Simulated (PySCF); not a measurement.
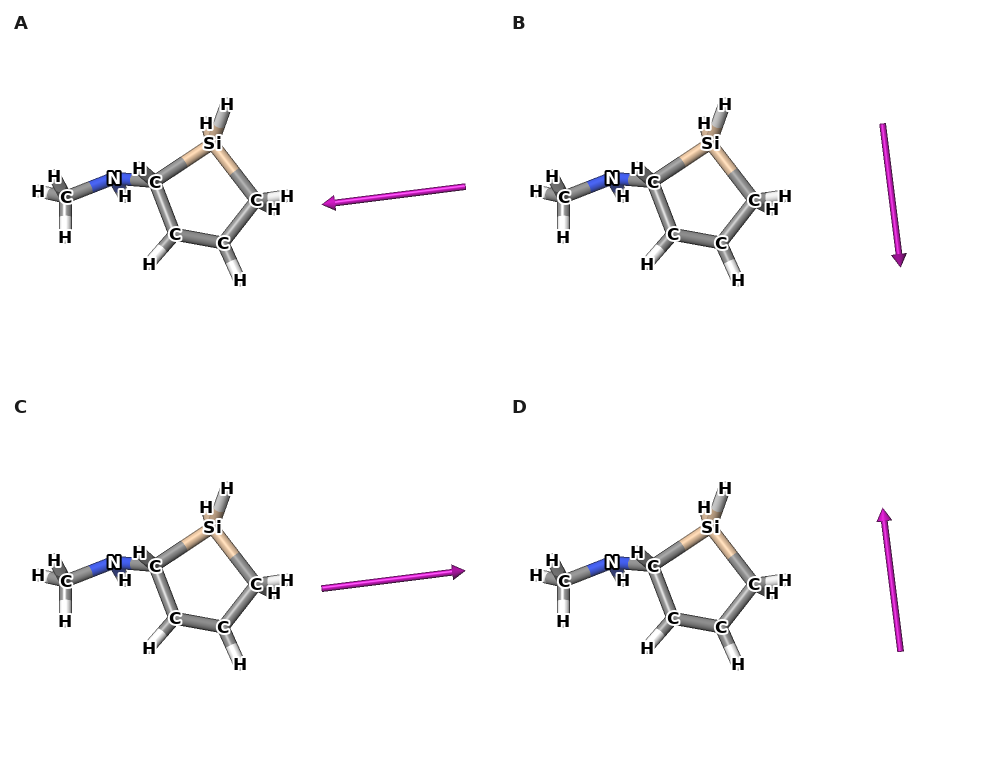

The same molecule four times, each with an arrow. The computed structure is the end point of a GFN2-xTB optimisation. No frequency run is at hand to confirm it as a minimum. Level of theory: PBE0/pcSseg-1, gas phase (PySCF 2.14.0).

Question: Which arrow points along the dipole moment, from the negative to the positive end?

Answer: B. The dipole moment is 1.00 D.

The geometry is semi-empirical. Around Si such bond lengths and angles can be off by a tenth of an ångström or more and by several degrees, and values that hang on the shape move with them.
